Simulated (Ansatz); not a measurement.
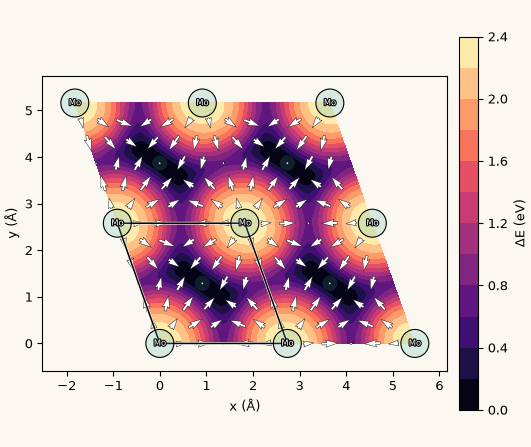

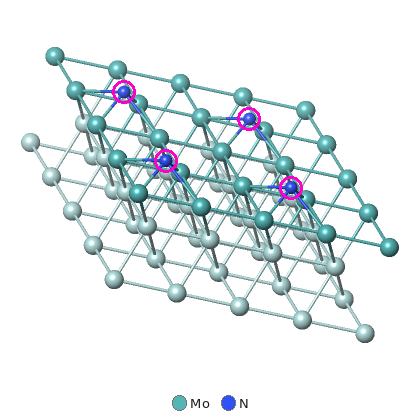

Energy landscape of N on a Mo(110) slab cut from the Im-3m phase, its upper half relaxed before the scan (12 atoms of substrate and one adsorbate in a 2 × 2 cell). 
- N is moved over the surface cell; relaxed at each place: the height of the adsorbate's atoms; substrate rigid; the origin of the map has the adsorbate above Mo9.
- Places are given modulo a cell vector. The map is drawn in real space over the plane of the surface.
- The scan uses a 6 × 6 grid; 13 points were computed and 23 follow by symmetry.
- Places are given in fractions of the 1 × 1 surface cell.
- Energies: eV, counted from the lowest grid point.
- Theory: DFT PBE, scalar-relativistic, plane waves, PAW (Ansatz 0.2.0). Settings: cutoff 420 eV, k-mesh 5×5×1, gaussian smearing 0.1 eV, no spin polarisation.

Drawn: filled contours, arrows along the force (downhill), their lengths compressed, labelled circles for the atoms of the top layer and small ones for the second layer, the outline of one cell of the 2 × 2 shown. Between grid points the surface is interpolated. The second picture is the structure at the lowest point; rings mark the moved atoms.

### Describe this landscape.

The lowest grid point is at a bridge site between two Mo atoms, over a second-layer Mo atom, (3/6, 3/6) of the cell vectors. The highest grid point, the top site over a surface Mo atom, (0/6, 0/6) of the cell vectors, lies 2.39 eV above the lowest. At the lowest point the adsorbate has 2 Mo at 1.94 Å as nearest neighbours, at the highest 1 Mo at 1.74 Å. Its relaxed height above the top atom is 1.12 Å at the lowest and 1.74 Å at the highest point.

Time for the 13 points that were run: 27 min on 4 threads of Arm Neoverse N1, on a shared host.

PAW datasets: the set soft_1.
